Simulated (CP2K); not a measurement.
# GFN0-xTB run of C2H7GeN (SMILES C=[CH][GeH2][NH2])

What is the energy difference between two shapes of C2H7GeN at GFN0-xTB? 

Program for the calculation: CP2K 2026.2.

6 further runs of the same task are left out: 1 that didn't finish, 5 set aside as unsound or not needed.

**1. The system as given**

C2H7GeN has 11 atoms, charge 0, and is taken as a singlet. SMILES: `C=[CH][GeH2][NH2]`. Geometry: a GFN2-xTB relaxation, a rough one for these elements and not checked as a minimum. This is one conformer, not always the lowest.

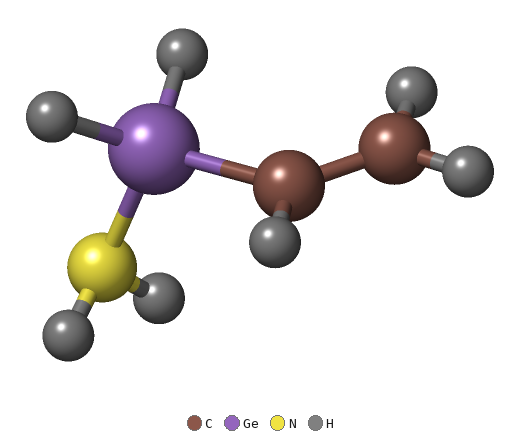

The structure, seen from a chosen angle (carbon brown, germanium purple, nitrogen yellow, hydrogen grey).

**2. The energy at GFN0-xTB**

Contents of run.inp:

```
&FORCE_EVAL
  METHOD Quickstep
  &DFT
    &QS
      METHOD XTB
      EPS_DEFAULT 1.0E-10
      &XTB
        GFN_TYPE 0
        CHECK_ATOMIC_CHARGES F
      &END XTB
    &END QS
    &POISSON
      PERIODIC NONE
      POISSON_SOLVER ANALYTIC
    &END POISSON
    &SCF
      SCF_GUESS ATOMIC
      EPS_SCF 1.0E-07
      MAX_SCF 150
      ADDED_MOS 2
      &DIAGONALIZATION
        ALGORITHM STANDARD
      &END DIAGONALIZATION
      &MIXING
        METHOD DIRECT_P_MIXING
        ALPHA 0.4
      &END MIXING
    &END SCF
    &PRINT
      &MOMENTS
        PERIODIC F
        REFERENCE COM
        MAX_MOMENT 1
      &END MOMENTS
      &MO ON
        ENERGIES T
        OCCUPATION_NUMBERS T
        NDIGITS 6
        &EACH
          QS_SCF 0
        &END EACH
        ADD_LAST NUMERIC
      &END MO
      &HIRSHFELD OFF
      &END HIRSHFELD
    &END PRINT
  &END DFT
  &SUBSYS
    &CELL
      ABC 13.4 14.8 13.9
      PERIODIC NONE
    &END CELL
    &COORD
      C      0.354090     1.659220    -1.141370
      C      0.534740     0.999920    -0.009840
      Ge    -0.690760    -0.379290     0.661990
      N     -0.072740    -2.082620     0.508780
      H      1.052260     2.398410    -1.506380
      H     -0.519390     1.490990    -1.753040
      H      1.423580     1.197400     0.578730
      H     -0.952140    -0.209240     2.130940
      H     -1.974400    -0.360740    -0.114580
      H      0.116760    -2.394970    -0.434000
      H      0.728010    -2.319080     1.078780
    &END COORD
    &TOPOLOGY
      &CENTER_COORDINATES
      &END CENTER_COORDINATES
    &END TOPOLOGY
  &END SUBSYS
&END FORCE_EVAL

&GLOBAL
  PROJECT_NAME run
  RUN_TYPE ENERGY
  PRINT_LEVEL MEDIUM
&END GLOBAL
```

Command:

```
$ OMP_NUM_THREADS=1 cp2k.psmp run.inp > run.out
```

The log of the run:

```text
CP2K| version string:                                       CP2K version 2026.2
[...]
 GLOBAL| Method name                                                        CP2K
[...]
 GLOBAL| Run type                                                         ENERGY
[...]
                             - Atoms:                                         11
[...]
                             - Spherical basis functions:                     35
[...]
 Number of electrons:                                                         24
[...]
 TB_DIPOLE| Moment [Debye]          0.38367405       0.95091621      -0.49956169
 TB_DIPOLE| Derivative [a.u.]       0.00000000       0.00000000       0.00000000
[...]
 ENERGY| Total FORCE_EVAL ( QS ) energy [hartree]            -13.081715273820185
[...]
```

Run time: 0.2 s. Hardware: 1 thread of Arm Neoverse V2, shared host.

**3. The distorted shape at the same level**

Contents of molecule.inp:

```
&FORCE_EVAL
  METHOD QUICKSTEP
  &DFT
    &QS
      METHOD XTB
      EPS_DEFAULT 1.0E-10
      &XTB
        GFN_TYPE 0
        CHECK_ATOMIC_CHARGES F
      &END XTB
    &END QS
    &POISSON
      PERIODIC NONE
      POISSON_SOLVER ANALYTIC
    &END POISSON
    &SCF
      SCF_GUESS ATOMIC
      EPS_SCF 1.0E-07
      MAX_SCF 150
      ADDED_MOS 2
      &DIAGONALIZATION
        ALGORITHM STANDARD
      &END DIAGONALIZATION
      &MIXING
        METHOD DIRECT_P_MIXING
        ALPHA 0.4
      &END MIXING
    &END SCF
    &PRINT
      &MOMENTS
        PERIODIC F
        REFERENCE COM
        MAX_MOMENT 1
      &END MOMENTS
      &MO ON
        ENERGIES T
        OCCUPATION_NUMBERS T
        NDIGITS 6
        &EACH
          QS_SCF 0
        &END EACH
        ADD_LAST NUMERIC
      &END MO
      &HIRSHFELD OFF
      &END HIRSHFELD
    &END PRINT
  &END DFT
  &SUBSYS
    &CELL
      ABC 13.4 15 13.8
      PERIODIC NONE
    &END CELL
    &COORD
      C      0.302582     1.628862    -0.994748
      C      0.606320     0.989516    -0.175911
      Ge    -0.666143    -0.369465     0.569013
      N     -0.004873    -1.959118     0.545953
      H      1.054202     2.472655    -1.557617
      H     -0.415088     1.391647    -1.737876
      H      1.430580     1.143500     0.554233
      H     -0.893582    -0.312887     2.078096
      H     -1.988264    -0.276233    -0.153946
      H      0.152013    -2.493789    -0.338120
      H      0.660860    -2.393442     1.145507
    &END COORD
    &TOPOLOGY
      &CENTER_COORDINATES
      &END CENTER_COORDINATES
    &END TOPOLOGY
  &END SUBSYS
&END FORCE_EVAL
&GLOBAL
  PROJECT molecule
  RUN_TYPE ENERGY
  PRINT_LEVEL MEDIUM
&END GLOBAL
```

Command:

```
$ OMP_NUM_THREADS=1 cp2k.psmp -i molecule.inp -o molecule.out
```

The log of the run:

```text
CP2K| version string:                                       CP2K version 2026.2
[...]
 GLOBAL| Method name                                                        CP2K
[...]
 GLOBAL| Run type                                                         ENERGY
[...]
                             - Atoms:                                         11
[...]
                             - Spherical basis functions:                     35
[...]
 Number of electrons:                                                         24
[...]
 TB_DIPOLE| Moment [Debye]         -0.38169927      -0.78356829       0.10036345
 TB_DIPOLE| Derivative [a.u.]       0.00000000       0.00000000       0.00000000
[...]
 ENERGY| Total FORCE_EVAL ( QS ) energy [hartree]            -12.952792948481822
[...]
```

Wall time 0.22 s (1 thread of Arm Neoverse V2, shared host).

**4. Outcome**

At GFN0-xTB:

| quantity | value |
| --- | --- |
| first shape: total energy | -13.08172 Eh |
| first shape: dipole moment (from atomic charges alone) | 1.14 D |
| first shape: HOMO energy | -11.94 eV |
| first shape: LUMO energy | -7.35 eV |
| first shape: HOMO–LUMO gap | 4.59 eV |
| first shape: dispersion energy | -7.47 kJ/mol |
| distorted shape: total energy | -12.95279 Eh |
| distorted shape: dipole moment (from atomic charges alone) | 0.88 D |
| distorted shape: HOMO energy | -11.31 eV |
| distorted shape: LUMO energy | -5.36 eV |
| distorted shape: HOMO–LUMO gap | 5.95 eV |
| distorted shape: dispersion energy | -7.62 kJ/mol |
| energy change with the atoms displaced | 3.508 eV |

With the atoms displaced the energy rises by 3.51 eV (338 kJ/mol). The first shape isn't relaxed at this level, so the change isn't measured from a minimum. The dipole (first shape) comes from point charges on the atoms alone, without atomic dipoles, so it is partial. The dipole (distorted shape) comes from point charges on the atoms alone, without atomic dipoles, so it is partial.
